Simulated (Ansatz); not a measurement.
H12Hg3Te3 (Hg3Te3 wurtzite hole sphere)

Input

```
crystal:
  periodic: [false, false, false]
  atoms:
    - {symbol: Te, position_ang: [-0.001900, -2.617735, -0.014024]}
    - {symbol: Hg, position_ang: [-3.620766, -2.082479, 0.022546]}
    - {symbol: Te, position_ang: [-2.262905, 1.315084, -0.018798]}
    - {symbol: Hg, position_ang: [3.621080, -2.097160, 0.026583]}
    - {symbol: Te, position_ang: [2.267504, 1.302802, 0.000780]}
    - {symbol: Hg, position_ang: [0.009020, 4.183434, 0.023379]}
    - {symbol: H, position_ang: [-0.019440, -3.803196, 1.153787]}
    - {symbol: H, position_ang: [-0.009308, -3.773448, -1.211540]}
    - {symbol: H, position_ang: [-3.686713, -2.126180, -1.633582]}
    - {symbol: H, position_ang: [-3.626231, -2.079863, 1.681024]}
    - {symbol: H, position_ang: [-3.266225, 1.898143, -1.211773]}
    - {symbol: H, position_ang: [-3.295264, 1.888810, 1.153596]}
    - {symbol: H, position_ang: [3.675631, -2.120725, -1.630559]}
    - {symbol: H, position_ang: [3.636756, -2.114106, 1.684667]}
    - {symbol: H, position_ang: [3.250443, 1.864437, -1.219077]}
    - {symbol: H, position_ang: [3.309822, 1.913888, 1.145120]}
    - {symbol: H, position_ang: [0.005395, 4.204160, 1.681543]}
    - {symbol: H, position_ang: [0.013101, 4.244142, -1.633673]}
basis:
  gaussian: {orbitals: def2-TZVP, initial_orbitals: start.molden}
hamiltonian: {xc: pbe0, dispersion: d4}
scf: {omitted_lower_state_checks: [starts]}
output: {orbitals: {seedname: orbitals}}
```

Launched as:

```sh
ansatz run in.yaml --threads 4 --pin off --events-out ev --progress --plain --max-ram 4787MiB
```

Geometry: r2SCAN-D4/def2-SVP; core potentials replace the inner electrons of Te and Hg.

These are results of RKS PBE0-D4/def2-TZVP (Ansatz), not measurements.

### What will maps of the electron density and electron localisation function show?

Hg–H (1.66 Å): ρ is about 1.8 e/Å³ halfway; the ELF climbs to about 1 towards the hydrogen.
Te–H (1.66 Å): the density is about 1.3 e/Å³ at the midpoint; the ELF climbs to about 1 towards the hydrogen.

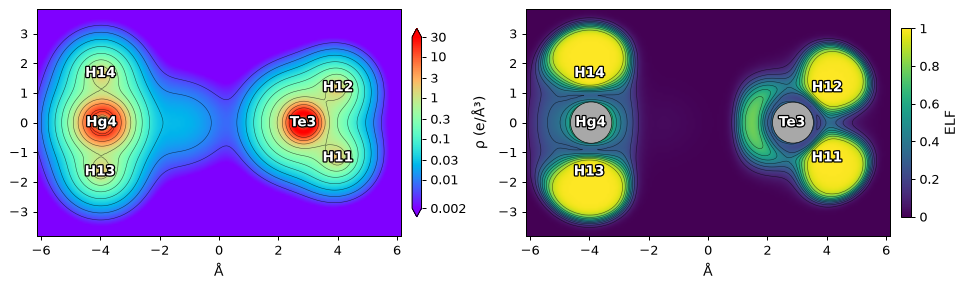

Computed electron density and electron localisation function on the plane of atoms H11, Te3 and H12, in this order. Grey discs cover the atomic cores in the ELF map. 
